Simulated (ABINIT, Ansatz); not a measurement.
## TePb (Fm-3m): changed settings of a GW run in ABINIT

A base run on TePb (Fm-3m), then changed inputs.

Main program and level: ABINIT 10.8.3; PBE and many-body steps on it, plane waves.

### 1. The starting structure

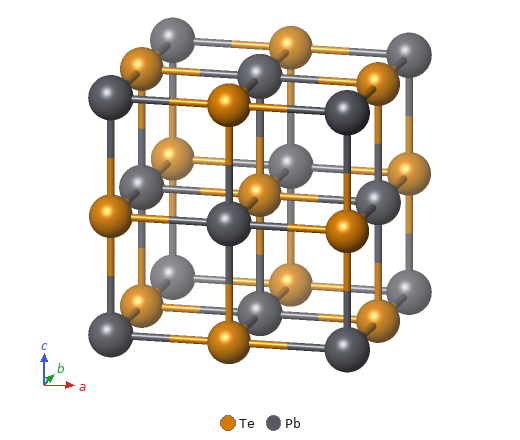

The starting structure, seen slightly off an axis (tellurium orange, lead dark grey). This picture shows the conventional cell, with its axes. Some periodic images of atoms are drawn too.

Coordinates:

```cif
data_structure
_symmetry_space_group_name_H-M 'Fm-3m'
_symmetry_Int_Tables_number 225
_cell_length_a 6.4620
_cell_length_b 6.4620
_cell_length_c 6.4620
_cell_angle_alpha 90.000
_cell_angle_beta 90.000
_cell_angle_gamma 90.000
_cell_volume 269.84
loop_
_atom_site_label
_atom_site_type_symbol
_atom_site_symmetry_multiplicity
_atom_site_Wyckoff_symbol
_atom_site_fract_x
_atom_site_fract_y
_atom_site_fract_z
_atom_site_occupancy
Te1 Te 4 b 0.50000 0.00000 0.00000 1
Pb1 Pb 4 a 0.00000 0.00000 0.00000 1
```

The cell and positions come from the Crystallography Open Database and are kept as given unless a step says otherwise. Spin-orbit coupling is left out unless a step names it.

### 2. Screening, 4×4×4 mesh, 268 bands, screening to 247.6 eV

This step: ABINIT 10.8.3; RPA screening on PBE, plane waves, norm-conserving pseudopotentials.

The RPA dielectric matrix is built and inverted for each q.

The input, run.abi:

```
acell 3*1.0 Angstrom
rprim 
  -0.000000000000 3.231000000000 3.231000000000
  3.231000000000 0.000000000000 3.231000000000
  3.231000000000 3.231000000000 0.000000000000
ntypat 2
znucl 52 82
natom 2
typat 1 2
xred 
  0.500000000000 0.500000000000 0.500000000000
  0.000000000000 0.000000000000 0.000000000000
pp_dirpath "pseudos"
pseudos "Te.upf, Pb.upf"
ecut 39
ngkpt 4 4 4
nshiftk 1
shiftk 0 0 0
kptopt 1
chksymbreak 0
istwfk *1
occopt 1
irdwfk 1
optdriver 3
nband 268
ecuteps 9.1
inclvkb 2
awtr 1
symchi 1
indata_prefix "in"
outdata_prefix "out"
tmpdata_prefix "tmp"
```

Command:

```console
$ OMP_NUM_THREADS=1 mpirun -n 4 abinit run.abi > log
```

Log:

```text
.Version 10.8.3 of ABINIT. v10.8.2 released Aug 2026.

 Symmetries : space group Fm -3 m (#225); Bravais cF (face-center cubic)
[... echo of the input left out ...]
== DATASET  1 ==================================================================
-   mpi_nproc: 4, omp_nthreads: 1 (-1 if OMP is not activated)

--- !DatasetInfo
iteration_state: {dtset: 1, }
dimensions: {natom: 2, nkpt: 8, mband: 268, nsppol: 1, nspinor: 1, nspden: 1, mpw: 5346, }
cutoff_energies: {ecut:  39.0, pawecutdg:  -1.0, }
electrons: {nelect:   4.60000000E+01, charge:   0.00000000E+00, occopt:   1.00000000E+00, tsmear:   1.00000000E-02, }

 SCREENING: Calculation of the susceptibility and dielectric matrices

 Based on a program developped by R.W. Godby, V. Olevano, G. Onida, and L. Reining.
 Incorporated in ABINIT by V. Olevano, G.-M. Rignanese, and M. Torrent.
.Using double precision arithmetic ; gwpc =  8

[... cell and pseudopotentials left out ...]
--------------------------------------------------------------------------------

 ==== K-mesh for the wavefunctions ====
 Number of points in the irreducible wedge :     8
[... list of points left out ...]
 Together with 48 symmetry operations and time-reversal symmetry
 yields    64 points in the full Brillouin Zone.

 ==== Q-mesh for the screening function ====
 Number of points in the irreducible wedge :     8
[... list of points left out ...]
 Together with 48 symmetry operations and time-reversal symmetry
 yields    64 points in the full Brillouin Zone.

 setmesh: FFT mesh size selected  =    36x   36x   36
          total number of points  =        46656

 vcoul_init : cutoff-mode = AUXILIARY_FUNCTION
 q-points for optical limit:   1
     1)      0.000010    0.000020    0.000030

- screening: taking advantage of time-reversal symmetry
- Maximum band index for partially occupied states nbvw = 23
- Remaining bands to be divided among processors   nbcw = 245
- Number of bands treated by each node ~61

 Number of electrons calculated from density =   46.0000; Expected =   46.0000
 average of density, n =  0.101046
 r_s =    1.3319
 omega_plasma =   30.6631 [eV]

 calculating chi0 at frequencies [eV] :
  1    0.000000E+00    0.000000E+00
  2    0.000000E+00    3.066308E+01

--------------------------------------------------------------------------------
  q-point number  1        q = ( 0.000000, 0.000000, 0.000000) [r.l.u.]
--------------------------------------------------------------------------------
[... chi0 elements left out ...]
 For q-point:  0.000010 0.000020 0.000030
  dielectric constant =  38.5516
  dielectric constant without local fields =  41.2420

  Average fulfillment of the sum rule on Im[epsilon] for q-point    1 :     79.84  [%]
[... wings left out ...]
  q-point number  2        q = ( 0.250000, 0.000000, 0.000000) [r.l.u.]
--------------------------------------------------------------------------------
[... chi0 elements left out ...]
  Average fulfillment of the sum rule on Im[epsilon] for q-point    2 :     86.93  [%]

 [... 6 further q-points ...]
```

The job ended after 8.4 min (4 MPI ranks of Arm Neoverse V1, shared host; peak memory 2.7 GiB; 34 min of CPU time).

Numbers from this step:

```
ε∞ with local fields, on this mesh, along the program's q direction : 38.55
the same without local fields                                       : 41.24
plasma frequency                                                    : 30.66 eV
plane waves in the screening matrix                                 : 609
```

Local fields lower ε∞ by 7 %.

### 3. Base

The self-energy is evaluated for the states that the input lists, and the levels follow from it, in one-shot runs by the linearised quasiparticle equation.

This step: G0W0 on PBE, plane waves, norm-conserving pseudopotentials.

run.abi: that of step 2 with these lines changed.

```diff
@@ -23,8 +23,17 @@
 irdwfk 1
-optdriver 3
+optdriver 4
 nband 268
+gwcalctyp 0
+ecutsigx 39
+symsigma 1
+nkptgw 2
+kptgw 
+  0.5000000000 0.0000000000 0.0000000000
+  0.0000000000 0.0000000000 0.0000000000
+bdgw 
+  21 26
+  21 26
 ecuteps 9.1
-inclvkb 2
-awtr 1
-symchi 1
+irdscr 1
+ppmodel 1
 indata_prefix "in"
```

Log:

```text
.Version 10.8.3 of ABINIT. v10.8.2 released Aug 2026.

 Symmetries : space group Fm -3 m (#225); Bravais cF (face-center cubic)
[... echo of the input left out ...]
== DATASET  1 ==================================================================
-   mpi_nproc: 4, omp_nthreads: 1 (-1 if OMP is not activated)

--- !DatasetInfo
iteration_state: {dtset: 1, }
dimensions: {natom: 2, nkpt: 8, mband: 268, nsppol: 1, nspinor: 1, nspden: 1, mpw: 5346, }
cutoff_energies: {ecut:  39.0, pawecutdg:  -1.0, }
electrons: {nelect:   4.60000000E+01, charge:   0.00000000E+00, occopt:   1.00000000E+00, tsmear:   1.00000000E-02, }

 SIGMA: Calculation of the GW corrections

 Based on a program developped by R.W. Godby, V. Olevano, G. Onida, and L. Reining.
 Incorporated in ABINIT by V. Olevano, G.-M. Rignanese, and M. Torrent.
.Using double precision arithmetic ; gwpc =  8

[... cell and pseudopotentials left out ...]
--------------------------------------------------------------------------------

 ==== K-mesh for the wavefunctions ====
 Number of points in the irreducible wedge :     8
[... list of points left out ...]
 Together with 48 symmetry operations and time-reversal symmetry
 yields    64 points in the full Brillouin Zone.

 ==== Q-mesh for screening function ====
 Number of points in the irreducible wedge :     8
[... list of points left out ...]
 Together with 48 symmetry operations and time-reversal symmetry
 yields    64 points in the full Brillouin Zone.

 vcoul_init : cutoff-mode = AUXILIARY_FUNCTION
 q-points for optical limit:   1
     1)      0.000010    0.000020    0.000030
 setmesh: FFT mesh size selected  =    50x   50x   50
          total number of points  =       125000

 Number of electrons calculated from density =   46.0000; Expected =   46.0000
 average of density, n =  0.101046
 r_s =    1.3319
 omega_plasma =   30.6631 [eV]

 === KS Band Gaps ===
  >>>> For spin  1
   Minimum direct gap =   0.7389 [eV], located at k-point      :   0.5000  0.0000  0.0000
   Fundamental gap    =   0.7389 [eV], Top of valence bands at :   0.5000  0.0000  0.0000
                                       Bottom of conduction at :   0.5000  0.0000  0.0000
 SIGMA fundamental parameters:
 PLASMON POLE MODEL  1
 number of plane-waves for SigmaX                 5209
 number of plane-waves for SigmaC and W            609
 number of plane-waves for wavefunctions          5209
 number of bands                                   268
 number of independent spin polarizations            1
 number of spinorial components                      1
 number of k-points in IBZ                           8
 number of q-points in IBZ                           8
 number of symmetry operations                      48
 number of k-points in BZ                           64
 number of q-points in BZ                           64
 number of frequencies for dSigma/dE                 9
 frequency step for dSigma/dE [eV]                0.25
 number of omega for Sigma on real axis              0
 max omega for Sigma on real axis  [eV]           0.00
 zcut for avoiding poles [eV]                     0.10

 EPSILON^-1 parameters (SCR file):
 dimension of the eps^-1 matrix on file            609
 dimension of the eps^-1 matrix used               609
 number of plane-waves for wavefunctions          5209
 number of bands                                   268
 number of q-points in IBZ                           8
 number of frequencies                               2
 number of real frequencies                          1
 number of imag frequencies                          1

 matrix elements of self-energy operator (all in [eV])

 Perturbative Calculation

--- !SelfEnergy_ee
iteration_state: {dtset: 1, }
kpoint     : [   0.500,    0.000,    0.000, ]
spin       : 1
KS_gap     :    0.739
QP_gap     :    0.928
Delta_QP_KS:    0.189
data: !SigmaeeData |
     Band     E0 <VxcDFT>   SigX SigC(E0)      Z dSigC/dE  Sig(E)    E-E0       E
       21   6.340 -12.692 -14.527   1.090   0.789  -0.267 -13.280  -0.588   5.753
       22   6.340 -12.692 -14.527   1.090   0.789  -0.267 -13.280  -0.588   5.753
       23   7.229 -13.010 -13.885   0.338   0.798  -0.253 -13.438  -0.428   6.801
       24   7.968 -10.337  -7.126  -3.507   0.808  -0.237 -10.576  -0.239   7.728
       25   8.507 -10.665  -7.476  -3.479   0.806  -0.241 -10.899  -0.234   8.272
       26   8.507 -10.665  -7.476  -3.479   0.806  -0.241 -10.899  -0.234   8.272

--- !SelfEnergy_ee
iteration_state: {dtset: 1, }
kpoint     : [   0.000,    0.000,    0.000, ]
spin       : 1
KS_gap     :    5.425
QP_gap     :    5.937
Delta_QP_KS:    0.512
data: !SigmaeeData |
     Band     E0 <VxcDFT>   SigX SigC(E0)      Z dSigC/dE  Sig(E)    E-E0       E
[...]
24  11.309 -11.610  -7.068  -4.655   0.791  -0.264 -11.699  -0.089  11.219
       25  11.309 -11.610  -7.068  -4.655   0.791  -0.264 -11.699  -0.089  11.219
       26  11.309 -11.610  -7.068  -4.655   0.791  -0.264 -11.699  -0.089  11.219

== END DATASET(S) ==============================================================
================================================================================

 -outvars: echo values of variables after computation  --------
           etotal      0.0000000000E+00
            nband         268
             nkpt           8
          spgroup         225
 [... the other variables as echoed above ...]

 Calculation completed.
```

Elapsed: 2.5 min, on 4 MPI ranks; peak memory 2.9 GiB; 10 min of CPU time.

Numbers from this step:

```
G0W0 gap on the points computed              : 0.9270 eV
starting gap on the mesh                     : 0.7388 eV
k of the valence top                         : 0.5, 0, 0
k of the conduction bottom                   : 0.5, 0, 0
Z at the valence top                         : 0.798
Z at the conduction bottom                   : 0.808
least direct G0W0 gap on the computed points : 0.9270 eV
```

The gap on the mesh goes from 0.74 eV to 0.93 eV, a correction of +0.19 eV.

### 4. Exchange cutoff of one hartree

run.abi: that of step 3 with these lines changed.

```diff
@@ -26,3 +26,3 @@
 gwcalctyp 0
-ecutsigx 39
+ecutsigx 1
 symsigma 1
```

Log:

```text
.Version 10.8.3 of ABINIT. v10.8.2 released Aug 2026.

 Symmetries : space group Fm -3 m (#225); Bravais cF (face-center cubic)
[... echo of the input left out ...]
== DATASET  1 ==================================================================
-   mpi_nproc: 4, omp_nthreads: 1 (-1 if OMP is not activated)

--- !DatasetInfo
iteration_state: {dtset: 1, }
dimensions: {natom: 2, nkpt: 8, mband: 268, nsppol: 1, nspinor: 1, nspden: 1, mpw: 5346, }
cutoff_energies: {ecut:  39.0, pawecutdg:  -1.0, }
electrons: {nelect:   4.60000000E+01, charge:   0.00000000E+00, occopt:   1.00000000E+00, tsmear:   1.00000000E-02, }

 SIGMA: Calculation of the GW corrections

 Based on a program developped by R.W. Godby, V. Olevano, G. Onida, and L. Reining.
 Incorporated in ABINIT by V. Olevano, G.-M. Rignanese, and M. Torrent.
.Using double precision arithmetic ; gwpc =  8

[... cell and pseudopotentials left out ...]
--------------------------------------------------------------------------------

 ==== K-mesh for the wavefunctions ====
 Number of points in the irreducible wedge :     8
[... list of points left out ...]
 Together with 48 symmetry operations and time-reversal symmetry
 yields    64 points in the full Brillouin Zone.

 ==== Q-mesh for screening function ====
 Number of points in the irreducible wedge :     8
[... list of points left out ...]
 Together with 48 symmetry operations and time-reversal symmetry
 yields    64 points in the full Brillouin Zone.

 vcoul_init : cutoff-mode = AUXILIARY_FUNCTION
 q-points for optical limit:   1
     1)      0.000010    0.000020    0.000030
 setmesh: FFT mesh size selected  =    27x   27x   27
          total number of points  =        19683

 Number of electrons calculated from density =   46.0000; Expected =   46.0000
[...]
number of omega for Sigma on real axis              0
 max omega for Sigma on real axis  [eV]           0.00
 zcut for avoiding poles [eV]                     0.10

 EPSILON^-1 parameters (SCR file):
 dimension of the eps^-1 matrix on file            609
 dimension of the eps^-1 matrix used                15
 number of plane-waves for wavefunctions          5209
 number of bands                                   268
 number of q-points in IBZ                           8
 number of frequencies                               2
 number of real frequencies                          1
 number of imag frequencies                          1

 matrix elements of self-energy operator (all in [eV])

 Perturbative Calculation

--- !SelfEnergy_ee
iteration_state: {dtset: 1, }
kpoint     : [   0.500,    0.000,    0.000, ]
spin       : 1
KS_gap     :    0.739
QP_gap     :   -0.545
Delta_QP_KS:   -1.283
data: !SigmaeeData |
     Band     E0 <VxcDFT>   SigX SigC(E0)      Z dSigC/dE  Sig(E)    E-E0       E
       21   6.340 -12.692 -10.964   1.937   0.808  -0.238  -9.730   2.962   9.302
       22   6.340 -12.692 -10.964   1.937   0.808  -0.238  -9.730   2.962   9.302
       23   7.229 -13.010  -9.895   1.189   0.816  -0.225  -9.498   3.513  10.741
[...]
--- !SelfEnergy_ee
iteration_state: {dtset: 1, }
kpoint     : [   0.000,    0.000,    0.000, ]
spin       : 1
KS_gap     :    5.425
QP_gap     :    5.726
Delta_QP_KS:    0.301
data: !SigmaeeData |
     Band     E0 <VxcDFT>   SigX SigC(E0)      Z dSigC/dE  Sig(E)    E-E0       E
[...]
25  11.309 -11.610  -3.986  -3.916   0.806  -0.241  -8.623   2.988  14.296
       26  11.309 -11.610  -3.986  -3.916   0.806  -0.241  -8.623   2.988  14.296

== END DATASET(S) ==============================================================
================================================================================

 -outvars: echo values of variables after computation  --------
           etotal      0.0000000000E+00
            nband         268
             nkpt           8
          spgroup         225
 [... the other variables as echoed above ...]

 Calculation completed.
```

It took 6.6 s on 4 MPI ranks; peak memory 1.2 GiB.

The run ended normally, though the input holds a fault or crude settings.

The fault put into this input: exchange cutoff of one hartree. It printed a gap of -0.54 eV, an artefact of the input.

### 5. Side by side

Times are wall times on 4 MPI ranks of Arm Neoverse V1, shared host, good to a factor of about two. A run's time includes the screening step that it read.

```
 run   mesh  bands  screening cutoff (eV)  DFT gap (eV)  gap on the mesh (eV)  direct (eV)  ε∞ used    time
base  4×4×4    268                  247.6         0.739                 0.927        0.927    38.55  11 min
```

### 6. Outcome

* base: 0.927 eV
* known limits: not at the basis limit; model gap, bands may invert with spin-orbit coupling; mesh may overstate the screening; no spin-orbit coupling; coarse k mesh

Bands and cutoff are finite, so the gap is not at the basis limit. The miss can reach some tenths of an eV and take either sign; the mesh is an error of its own. In the G0W0 run levels were corrected at 2 k points alone, so a gap called «on the mesh» is the least over those, and an edge elsewhere would be missed. The 4×4×4 mesh is coarse for this cell, which bears on the long-range parts of exchange and screening. Where an edge is built on 6p states of lead, bismuth or thallium, scalar-relativistic gaps usually stand too wide, by a few tenths to over one eV. With atoms this heavy and so narrow a gap, spin-orbit coupling can invert the bands. These scalar-relativistic gaps are then model values, not to be set against experiment, and a spin-orbit change taken from DFT can't simply be added. The RPA ε∞ on this mesh reaches over 25; with a narrow direct gap a coarse mesh can overstate it, and the correction is then too small.

[Paths, hosts, dates, memory and timing lines, banners, echoed tables and standing remarks are left out of the program output.]

[Logs are printed without paths, hosts, clocks, repeated set-up lines and the standing remarks that a program may print on its own settings, such as how far it seeks lower states.]

[Runs of the session that timed out or met a known fault of the program may be left out.]

[Hosts, paths, dates, database ids (printed as entryN), source tags and the programs' standing remarks are cut or masked in the printed files.]

[G0W0 gaps are taken among the corrected bands and points alone; a level outside them can change the order at an edge.]

[Where Ansatz stands beside ABINIT at settings called matched, ABINIT's density can come from a denser mesh and the files from another edition; pairs whose starting gaps differed by over 0.03 eV were left out, so agreement reads better than it is.]
